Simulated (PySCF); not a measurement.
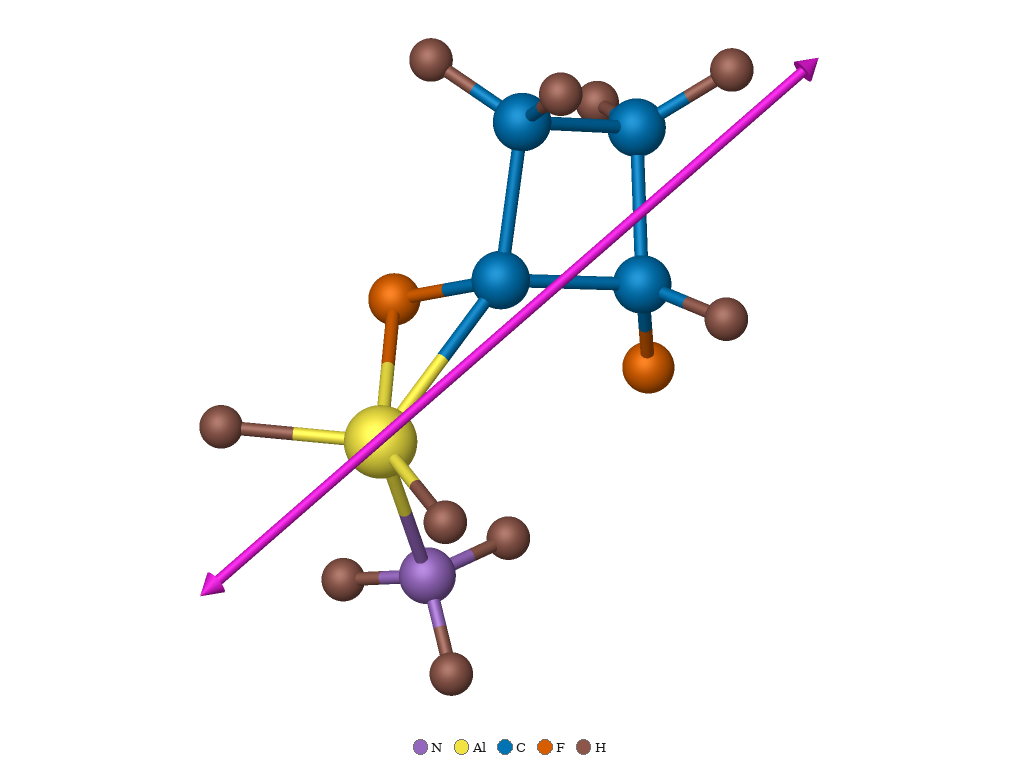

The double arrow shows the direction of the transition dipole to excited singlet state 5 (its length means nothing). Computed geometry: GFN2-xTB optimisation. No frequency run is at hand to confirm it as a minimum. Level of theory: TDDFT PBE0/def2-SVPD, vertical, gas phase, core orbitals frozen in the response (PySCF 2.14.0).

Question. Give its energy, strength and character.

Answer. 6.55 eV (189 nm), oscillator strength 0.019, of mixed character, with the largest part HOMO → LUMO+4 (weight 0.46); transition dipole 0.89 D.

The geometry is semi-empirical. Around Al such bond lengths and angles can be off by a tenth of an ångström or more and by several degrees, and values that hang on the shape move with them.
